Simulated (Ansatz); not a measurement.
Process, species as SMILES: [SiH][SiH3] (SiH-SiH3) (closed-shell singlet) → 4 H atom + 2 Si atom
B3LYP-D3(BJ)/def2-TZVP geometries, fixed; electronic energies without zero-point terms.

Basis-set convergence of the atomisation energy at HF with Ansatz (an electronic-structure program). Cartesian d functions, on some or all atoms, in 6-31G*, 6-31+G*; all else is spherical. A restricted Hartree-Fock determinant is unstable towards unrestricted orbitals. Open shells are unrestricted. No added dispersion term, no relativity. Functions are those of the species that has most. Reference: the value in aug-pcseg-3, 272.92 kcal/mol, itself unsure by roughly 0.05 kcal/mol (its mean distance from aug-cc-pV(Q+d)Z, cc-pV(5+d)Z, def2-QZVPPD). Deviations are taken from unrounded values.

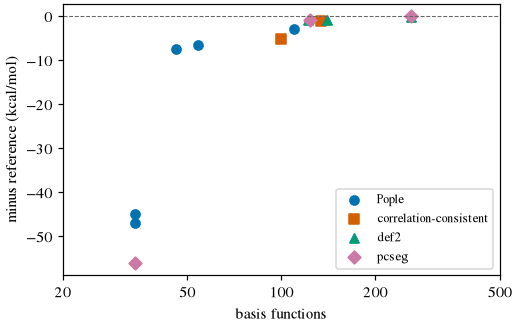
Deviation from the reference against the number of basis functions, by family of sets.

| basis | functions | atomisation energy (kcal/mol) | minus reference (kcal/mol) |
|---|---|---|---|
| 3-21G | 34 | 228.07 | -44.85 |
| 6-31G | 34 | 226.01 | -46.91 |
| pcseg-0 | 34 | 216.96 | -55.96 |
| 6-31G* | 46 | 265.58 | -7.34 |
| 6-31+G* | 54 | 266.45 | -6.47 |
| aug-cc-pV(D+d)Z | 100 | 267.81 | -5.10 |
| 6-311++G(2d,2p) | 110 | 269.96 | -2.96 |
| def2-TZVPD | 122 | 272.01 | -0.91 |
| pcseg-2 | 124 | 272.13 | -0.78 |
| cc-pV(T+d)Z | 134 | 271.86 | -1.06 |
| def2-TZVPP | 140 | 272.14 | -0.78 |
| def2-QZVPP | 260 | 272.78 | -0.14 |
| pcseg-3 | 260 | 272.93 | 0.01 |
